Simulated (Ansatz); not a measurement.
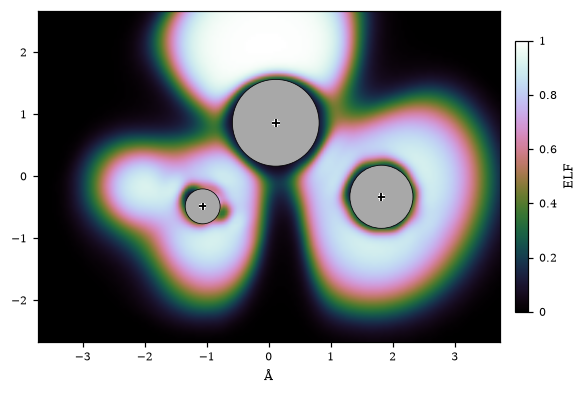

The electron localisation function on a plane through atoms (crosses mark nuclei in the plane; grey discs cover the cores).

Method: RKS PBE0-D4/def2-TZVPP (Ansatz).

Candidates:
A. ClHOSi···HCl
B. Na···Al···Na···H
C. BH$_{8}$NSi

> Which system is this?

Candidate A: ClHOSi···HCl on the plane of atoms O2, Si1 and Cl5, which holds Si, O and Cl. Si–O (1.79 Å): the ELF peaks at about 0.90 between the atoms: a shared but strongly polarised pair. Si–Cl (2.08 Å): the ELF peaks at about 0.85 between the atoms, as expected for a polar covalent bond.
